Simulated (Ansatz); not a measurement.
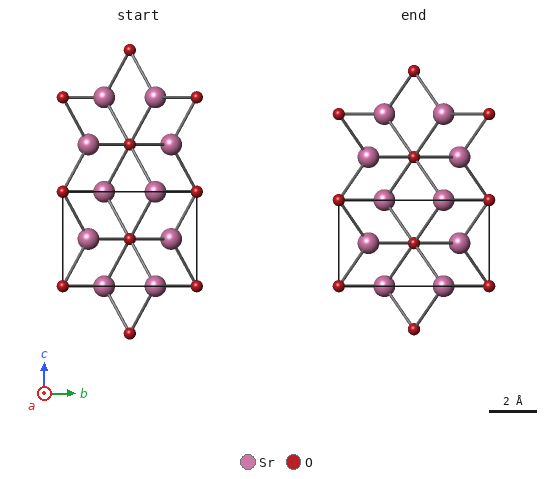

The structure of crystalline Sr₂O (a generated structure, set up in P4_2/mnm) (coarse preliminary run) before (left) and after (right) a relaxation, at one scale.

A ball-and-stick model of the cell of the calculation, repeated 1 × 1 × 2 with one cell outlined, seen along the a axis.

The calculation used DFT PBE, scalar-relativistic, plane waves, PAW (Ansatz).

The input:
```yaml
crystal:
  lattice:
    - [5.8223845, 0.0, 0.0]
    - [0.0, 5.8223845, 0.0]
    - [0.0, 0.0, 4.10537559]
  atoms:
    - { symbol: Sr, position: [0.69133669, 0.69133669, 0.0] }
    - { symbol: Sr, position: [0.80866331, 0.19133669, 0.5] }
    - { symbol: Sr, position: [0.30866331, 0.30866331, 0.0] }
    - { symbol: Sr, position: [0.19133669, 0.80866331, 0.5] }
    - { symbol: O, position: [0.5, 0.5, 0.5] }
    - { symbol: O, position: [0.0, 0.0, 0.0] }
basis:
  ecutwfc: 420
kpoints:
  mp_grid: { grid: [4, 4, 4] }
hamiltonian:
  xc: pbe
scf:
  occupations: { method: gaussian, width: 0.1 }
  lower_state_search: "off"
output:
  forces: true
  stress: true
  eigenvalues: true
relax:
  adjacent_minimum: "off"
  f_tol: 0.04
  max_steps: 70
  cell: { stress_tol: 0.4 }
```

Command:
```bash
ansatz run input.yaml --threads 1 --pin off --max-ram 2048MiB --backend cpu --events-out ev --progress --plain --runs-dir out
```

Question: Describe what moved and what it gained.

Answer: After 6 accepted moves (8 points after the start) the energy has fallen by 199 meV per atom. Largest force component: 0.6 eV/Å at the start, 0.021 eV/Å at the end. Pressure: 6.18 GPa at the start and 0.10 GPa at the end. At 2 points the geometry stayed and the basis and grid were re-selected for the new cell (energy shift of 14.4 meV per atom at most each time). The largest moves relative to the cell, 0.052 Å, are those of Sr1, Sr2, Sr3 and Sr4. Sr2 goes along [−1 1 0]. O stays in place. The drawn cell changes as follows: a = b 5.822 → 6.534 Å (+12.2 %), c 4.105 → 3.741 Å (−8.9 %); the volume changes by +14.8 %. Some distances before and after: Sr1–Sr3 3.151 → 3.640 Å, Sr1–O6 2.542 → 2.800 Å, Sr1–O5 2.588 → 2.610 Å. Among the angles between lasting bonds that change: Sr2–O6–Sr4 75.0° → 88.4°, O6–Sr4–O6 105.0° → 91.6°, Sr2–O6–Sr2 105.0° → 91.6°. The space group stays P4_2/mnm (No. 136). The run took 57 s on 1 thread of Arm Neoverse V1 (shared host), peak memory 0.39 GiB.

Limits of the set-up: the k-point mesh is coarse for a cell with partly filled bands.
